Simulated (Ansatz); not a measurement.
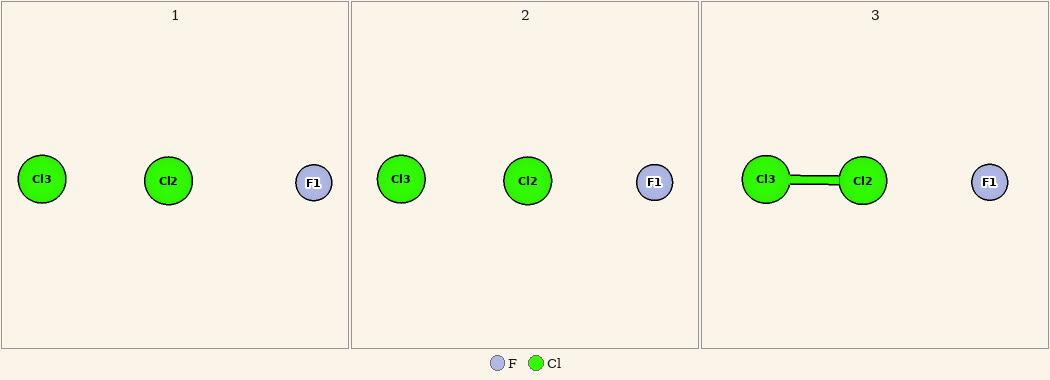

The system F⁻ + Cl₂. The first coordinate is: distance F1–Cl2; the second: distance Cl2–Cl3. Nothing is relaxed (the angle F1–Cl2–Cl3 is fixed at 180 degrees). The grid has 12 × 12 points. All energies are given in kJ/mol relative to F with charge -1 far from the relaxed ClCl (each part in its own basis). The reference is spin-restricted, so regions where a bond is pulled apart into radicals lie too high. Theory: RKS wB97X-V/def2-TZVPD in Ansatz 0.2.0.

The numbered pictures are structures from this grid.

> Which is the most stable, and how do the others follow?

3, at distance F1–Cl2 = 2.529 Å, distance Cl2–Cl3 = 1.928 Å: −81 kJ/mol; 2, at distance F1–Cl2 = 2.529 Å, distance Cl2–Cl3 = 2.521 Å: −24 kJ/mol; 1, at distance F1–Cl2 = 2.896 Å, distance Cl2–Cl3 = 2.521 Å: 30 kJ/mol.

The map, with the structures marked:

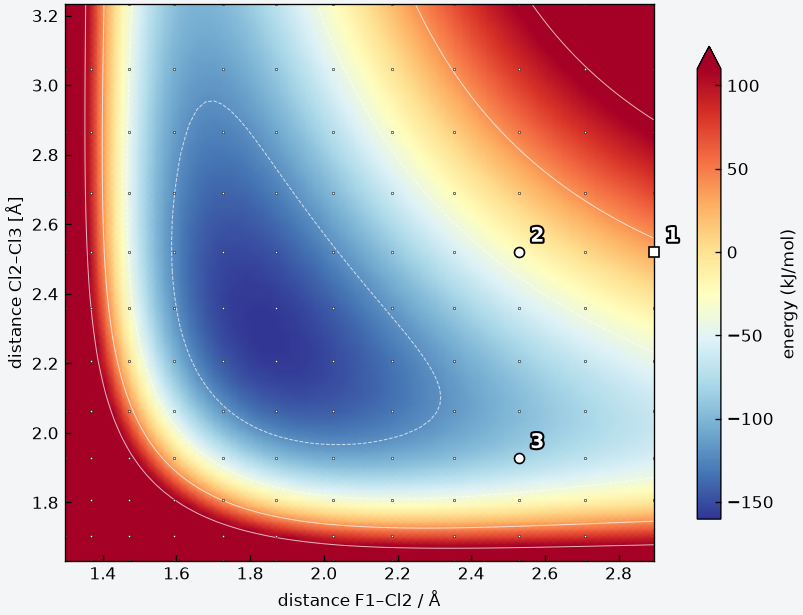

The picture shows a smooth colour map with a few white contour lines, dots at the grid points, one colour for all values above the top of the scale. Between grid points the surface is interpolated.
